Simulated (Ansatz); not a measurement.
# NO2 (nitrogen dioxide) at 6 levels

Wanted: a comparison of 6 runs (UB2PLYP/STO-3G, UB3LYP/STO-3G, UBHLYP/STO-3G, USVWN5/STO-3G, UBCCD(T)/STO-3G, UCCSD/STO-3G) of NO2 (nitrogen dioxide). 

Program for the calculation: Ansatz 0.2.0.

42 further runs of the same task are left out: 8 that didn't finish, 34 set aside as unsound or not needed.

### 1 Starting point

NO2 has 3 atoms, charge 0, and is taken as a doublet. SMILES: `[O]N=O`. The O3–N2 distance was set to 2.951 Å, away from the relaxed value. At this shape a bond of the SMILES string is far longer than usual.

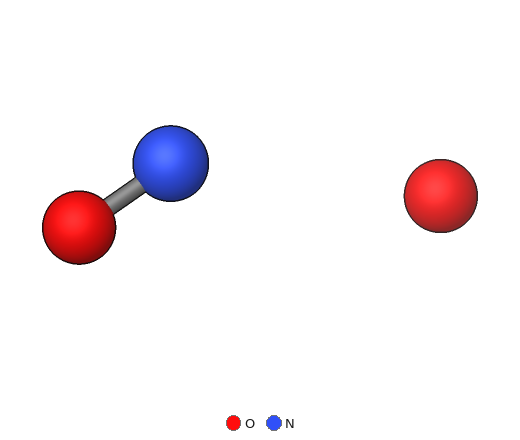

The structure, seen from a chosen angle (oxygen red, nitrogen blue).

### 2 A single-point energy at UB2PLYP/STO-3G (run 1)

Input file molecule.yaml:

```yaml
crystal:
  periodic: [false, false, false]
  atoms:
    - {symbol: O, position_ang: [-0.239398, -2.756162, -0.420778]}
    - {symbol: "N", position_ang: [-0.688968, -1.672152, -0.552128]}
    - {symbol: O, position_ang: [0.046180, 1.100790, 0.141070]}
basis:
  gaussian:
    orbitals: STO-3G
accuracy: high
hamiltonian:
  xc: {name: B2PLYP}
correlation:
  frozen_orbitals: {"N": 1, O: 1}
magnetization:
  spin_polarized: true
  initial_magnetization: 1
```

Launch:

```
$ ansatz run molecule.yaml --threads 1 --pin off --max-ram 2610MiB --events-out events.jsonl --progress --plain --runs-dir runs
```

The program printed:

```text
Warning: RAYON_NUM_THREADS=1 ignored (pool sized by the plan → 1); use --threads N
Functional definition: B2PLYP
  name "B2PLYP"
  parameter a = 0.53
  parameter c = 0.27
  exchange = (1 - a)*b88_x + a*exact_x
  correlation = (1 - c)*lyp_c + c*(mp2_os + mp2_ss)
229 factors; integrals over basis functions are off by at most 3.1e-8 eV
mean field evaluation 1: about -5479.5795 eV, gradient 7.1e0 eV
mean field evaluation 2: about -5479.5433 eV, gradient 7.3e0 eV
mean field evaluation 4: about -5362.3271 eV, gradient 1.3e1 eV
mean field evaluation 8: about -5488.1152 eV, gradient 5.6e0 eV
mean field evaluation 16: about -5492.9814 eV, gradient 2.4e-2 eV
mean field evaluation 32: about -5492.9817 eV, gradient 1.1e-7 eV
mean field evaluation 64: about -5493.9865 eV, gradient 7.9e-2 eV
mean field evaluation 96: about -5493.9863 eV, gradient 1.4e-3 eV
mean field evaluation 128: about -5493.9863 eV, gradient 3.8e-4 eV
mean field evaluation 160: about -5435.9029 eV, gradient 8.3e0 eV
mean field -5493.98632877 eV, -201.9002736245 hartree, gradient 1.2e-10 eV, S^2 1.752208; 7 other end points of the search recorded, 0 dependent functions left out
3 core orbitals not correlated: weight in the atoms' cores, before any rotation towards them, 1.000 or more for the frozen orbitals, at most 0.000 for the correlated occupied ones
reference -5493.98634114 eV, -201.9002740794 hartree; 9, 8 occupied and 3, 4 virtual orbitals, 229 factors
second order -4.78449250 eV of doubles, -0.00000000 eV of singles
Total energy: -5495.27815412 eV, -201.9477473305 hartree
```

Wall time 39 s (1 thread of Arm Neoverse V1, shared host); peak memory 0.11 GiB.

### 3 A single-point energy at UB3LYP/STO-3G (run 2)

Input file molecule.yaml:

```yaml
basis:
  gaussian: {orbitals: STO-3G}
crystal:
  periodic: [false, false, false]
  atoms:
    - {symbol: O, position_ang: [-0.239398, -2.756162, -0.420778]}
    - {symbol: N, position_ang: [-0.688968, -1.672152, -0.552128]}
    - {symbol: O, position_ang: [0.046180, 1.100790, 0.141070]}
magnetization: {spin_polarized: true, initial_magnetization: 1}
hamiltonian: {xc: {name: B3LYP}}
accuracy: high
```

Launch:

```
$ ansatz run molecule.yaml --threads 1 --pin off --max-ram 2610MiB --events-out events.jsonl --progress --plain --runs-dir runs
```

The program printed:

```text
Warning: RAYON_NUM_THREADS=1 ignored (pool sized by the plan → 1); use --threads N
Functional definition: B3LYP
  name "B3LYP"
  parameter a0 = 0.2
  parameter ax = 0.72
  parameter ac = 0.81
  exchange = (1 - a0 - ax)*slater_x + ax*b88_x + a0*exact_x
  correlation = (1 - ac)*vwn_rpa_c + ac*lyp_c
229 factors; integrals over basis functions are off by at most 3.1e-8 eV
mean field evaluation 1: about -5486.7439 eV, gradient 1.2e1 eV
mean field evaluation 2: about -5249.6321 eV, gradient 1.8e1 eV
mean field evaluation 4: about -5487.4725 eV, gradient 8.6e0 eV
mean field evaluation 8: about -5487.4175 eV, gradient 8.7e0 eV
mean field evaluation 16: about -5500.2411 eV, gradient 2.5e-2 eV
mean field evaluation 32: about -5484.5978 eV, gradient 1.7e1 eV
mean field evaluation 64: about -5501.1066 eV, gradient 7.5e-3 eV
mean field -5501.10714646 eV, -202.1619588481 hartree, gradient 6.1e-9 eV, S^2 1.744595; 4 other end points of the search recorded, 0 dependent functions left out
reference -5501.10716561 eV, -202.1619595519 hartree; 12, 11 occupied and 3, 4 virtual orbitals, 229 factors
Total energy: -5501.10716561 eV, -202.1619595519 hartree
```

It took 14 s on 1 thread of Arm Neoverse V1, shared host; peak memory 0.11 GiB.

Run 3 isn't shown in full; the table further down has it.

### 4 The energy at USVWN5/STO-3G (run 4)

Input file input.yaml:

```yaml
basis:
  gaussian: {orbitals: STO-3G}
crystal:
  periodic: [false, false, false]
  atoms:
    - symbol: O
      position_ang: [-0.239398, -2.756162, -0.420778]
    - symbol: N
      position_ang: [-0.688968, -1.672152, -0.552128]
    - symbol: O
      position_ang: [0.046180, 1.100790, 0.141070]
accuracy: high
hamiltonian: {xc: {name: SVWN5}}
magnetization: {spin_polarized: true, initial_magnetization: 1}
```

Launch:

```
$ ansatz run input.yaml --threads 1 --pin off --max-ram 2610MiB --events-out events.jsonl --progress --plain --runs-dir runs
```

The program printed, cut to the lines that bear on the results:

```text
Warning: RAYON_NUM_THREADS=1 ignored (pool sized by the plan → 1); use --threads N
Functional definition: SVWN5
  name "SVWN5"
[...]
229 factors; integrals over basis functions are off by at most 3.1e-8 eV
[...]
mean field -5458.75695857 eV, -200.6056181490 hartree, gradient 2.2e-8 eV, S^2 1.701446; 16 other end points of the search recorded, 0 dependent functions left out
reference -5458.75695947 eV, -200.6056181821 hartree; 12, 11 occupied and 3, 4 virtual orbitals, 229 factors
Total energy: -5458.75695947 eV, -200.6056181821 hartree
```

It took 5.1 s on 1 thread of Arm Neoverse V1, shared host; peak memory 0.092 GiB.

Run 5 isn't shown in full; the table further down has it.

### 5 The energy at UCCSD/STO-3G (run 6)

Input file run.yaml:

```yaml
basis:
  gaussian: {orbitals: STO-3G}
crystal:
  periodic: [false, false, false]
  atoms:
    - symbol: O
      position_ang: [-0.239398, -2.756162, -0.420778]
    - symbol: "N"
      position_ang: [-0.688968, -1.672152, -0.552128]
    - symbol: O
      position_ang: [0.046180, 1.100790, 0.141070]
scf: {omitted_lower_state_checks: [cluster_reference, increment]}
accuracy: high
magnetization: {spin_polarized: true, initial_magnetization: 1}
correlation: {method: ccsd, frozen_orbitals: {"N": 1, O: 1}}
```

Launch:

```
$ ansatz run run.yaml --threads 1 --pin off --max-ram 2610MiB --events-out events.jsonl --progress --plain --runs-dir runs
```

The program printed:

```text
Warning: RAYON_NUM_THREADS=1 ignored (pool sized by the plan → 1); use --threads N
[... 25 lines left out ...]
3 core orbitals not correlated: weight in the atoms' cores, before any rotation towards them, 1.000 or more for the frozen orbitals, at most 0.000 for the correlated occupied ones
[... 177 lines left out ...]
Total energy: -5482.30756338 eV, -201.4710869127 hartree
Checks for a lower state left out: cluster_reference, increment
```

Run time: 1.7 s. Hardware: 1 thread of Arm Neoverse V1, shared host.

### 6 Overview of the runs

```tsv
run	level	frozen core orbitals	energy (Eh)	⟨S²⟩	wall time
1	UB2PLYP/STO-3G	3	-201.947747	1.752	39 s
2	UB3LYP/STO-3G	–	-202.161960	1.745	14 s
3	UBHLYP/STO-3G	–	-202.111541	1.750	16 s
4	USVWN5/STO-3G	–	-200.605618	1.701	5.1 s
5	UBCCD(T)/STO-3G	3	-201.472084	2.097	2 s
6	UCCSD/STO-3G	3	-201.471087	2.097	1.7 s
```

### 7 Results

```
                                          quantity          value
                               run 6: total energy  -201.47109 Eh
run 6: correlation energy (3 core orbitals frozen)     -127.7 mEh
          run 6: ⟨S²⟩ of the reference determinant          2.097
                              run 6: T1 diagnostic          0.064
```

Totals of different functionals can't be ranked against each other. In runs 1, 2, 3, 4, 5, 6 the basis is minimal, so the values are rough. Spin contamination of the reference: run 5 ⟨S²⟩ = 2.10, run 6 ⟨S²⟩ = 2.10, run 1 ⟨S²⟩ = 1.75, run 3 ⟨S²⟩ = 1.75, run 2 ⟨S²⟩ = 1.74, run 4 ⟨S²⟩ = 1.70. Where it is this large, the reference is a mixture of spin states, and values that rest on it are in doubt. All runs together took 78 s, the longest 39 s.
